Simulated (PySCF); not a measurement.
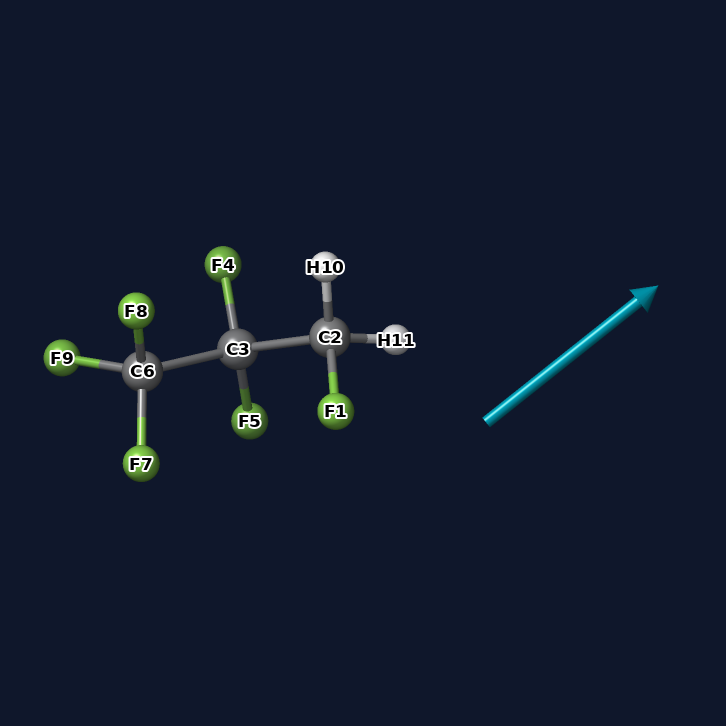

The arrow beside the molecule shows the direction of the dipole moment, from the negative to the positive end (its length means nothing). The geometry was computed by an optimisation with GFN2-xTB. No frequency run is at hand to confirm it as a minimum. Level of theory: PBE0/pcSseg-1, gas phase (PySCF 2.14.0).

### How large is the dipole moment?

2.08 D; it points from the side of F7, F9 to the side of H10, H11 (the outermost atoms at the two ends).
